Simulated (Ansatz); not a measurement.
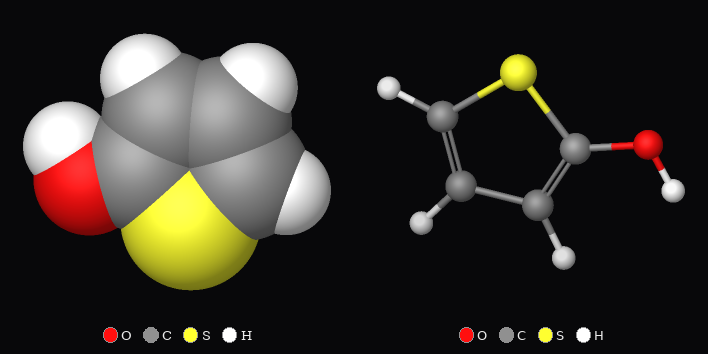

Both panels show the same species.

The geometry was computed by an optimisation with PBE0-D4/def2-TZVP.

Identify the structure.

The molecule is C₄H₄OS. Its SMILES string is `Oc1cccs1`. Independent rings (smallest set): 1 of 5 members, 1 of them aromatic. Among its groups: phenol. The point group is Cs. All atoms lie on one plane. Coordination: 1 O bent; 4 C trigonal planar; 1 S bent.

The parts below concern this one geometry. Atoms keep their numbers from picture to picture.

### Shape

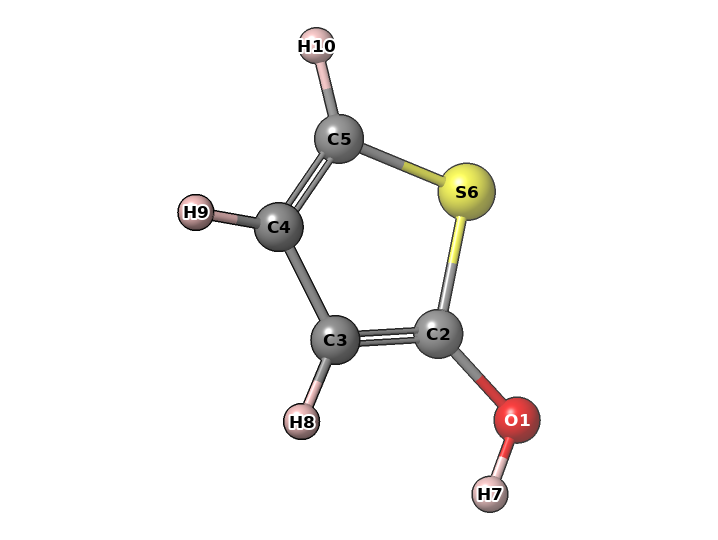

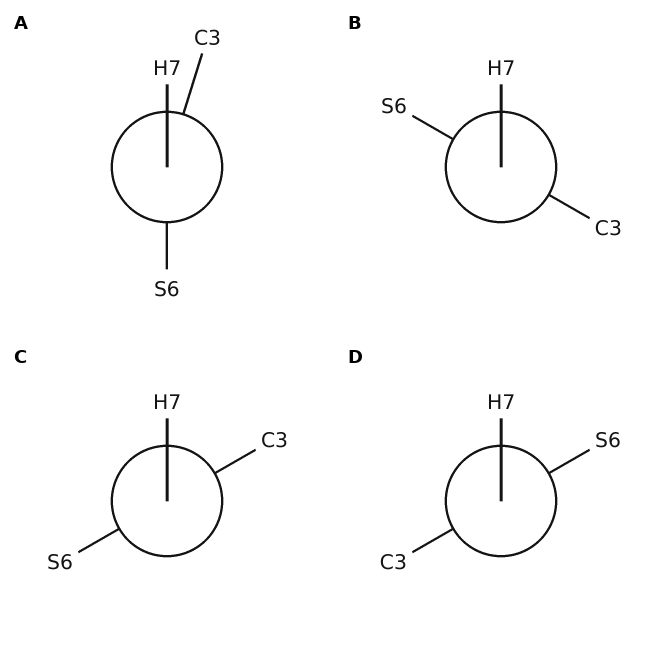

Distant atoms are faded towards the background colour. Bonds that would overlap in a projection are set slightly apart.

**Which Newman projection shows the view along O1–C2, with O1 in front?**

A. The torsion angle H7–O1–C2–S6 is 180°, antiperiplanar (anti).

### Vibrations

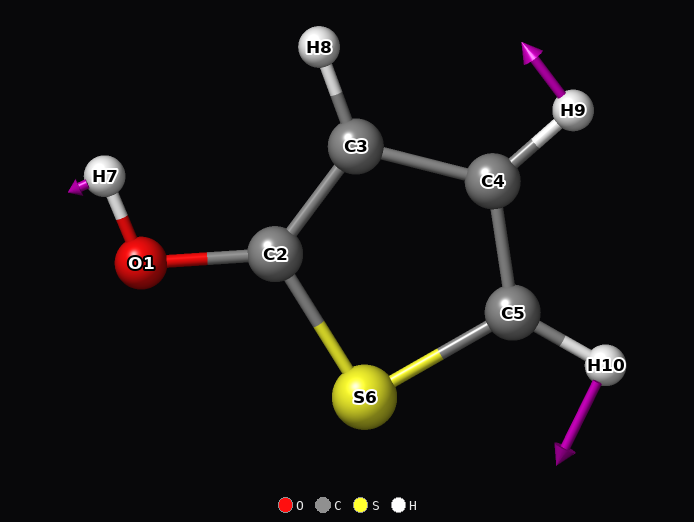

The arrows show one normal mode. Harmonic vibrations computed with RKS PBE0-D4/def2-TZVP (Ansatz 0.2.0) at a stationary point of the same level.

**Describe the motion.**

Mostly C–C–H bending.

**Estimate its harmonic wavenumber.**

1100 cm⁻¹; it is mode 14 of 24 counted from the lowest.

### Electronic properties

Level of theory: RKS revPBE-D4/def2-TZVPP (Ansatz 0.2.0).

Computed properties:

- HOMO energy (Kohn–Sham orbital): −5.01 eV
- LUMO energy (Kohn–Sham orbital): −0.80 eV
- HOMO–LUMO gap: 4.22 eV
- dispersion correction: −86.6 kJ/mol

### Dipole moment

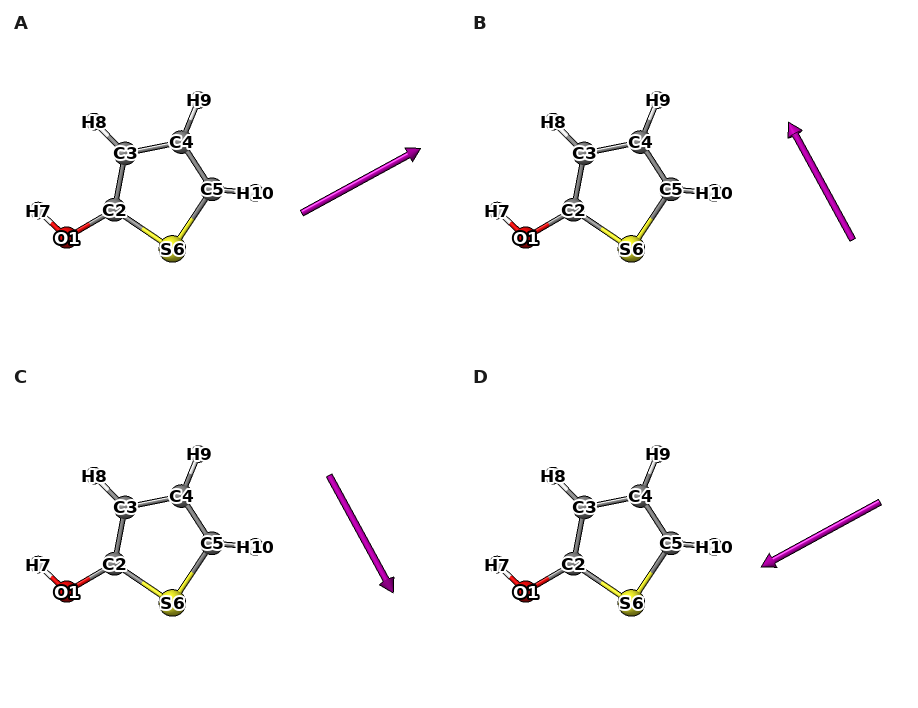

The same molecule four times, each with an arrow. Method: RKS PBE0-D4/def2-TZVP (Ansatz 0.2.0).

**Which arrow points along the dipole moment, from the negative to the positive end?**

B. The dipole moment is 1.81 D; it points from the side of S6, H10 to the side of H8 (the outermost atoms at the two ends).

### Charges

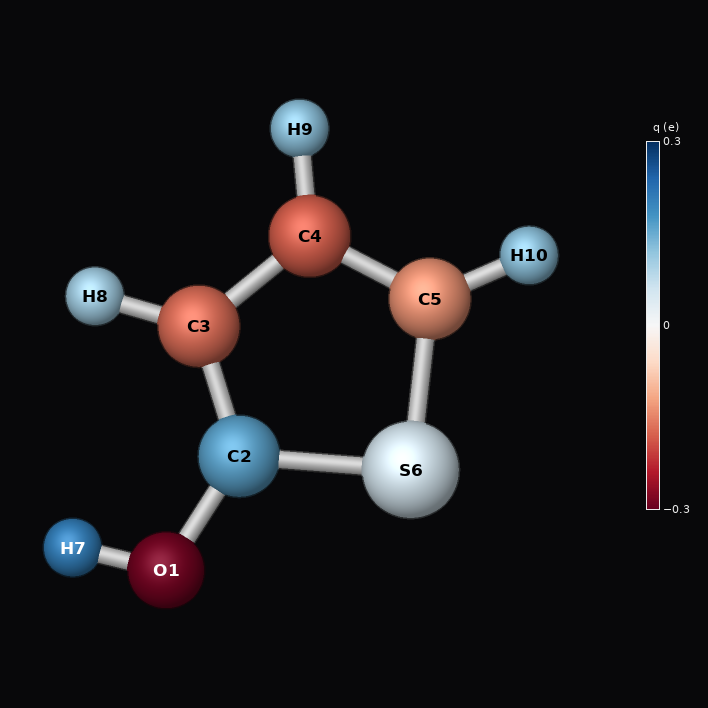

Atoms are coloured by their Mulliken charges. Level of theory: RKS B3LYP-D4/def2-TZVPP (Ansatz 0.2.0).

**Which atom carries the highest charge (most positive or least negative)?**

H7 (0.21 e).

**And the lowest?**

O1 (−0.29 e).

List the Mulliken charges.

```tsv
atom	value (e)
O1	−0.29
C2	0.16
C3	−0.17
C4	−0.18
C5	−0.13
S6	0.05
H7	0.21
H8	0.10
H9	0.12
H10	0.12
```

Mulliken values depend strongly on the basis set and can even reverse the polarity of a bond.
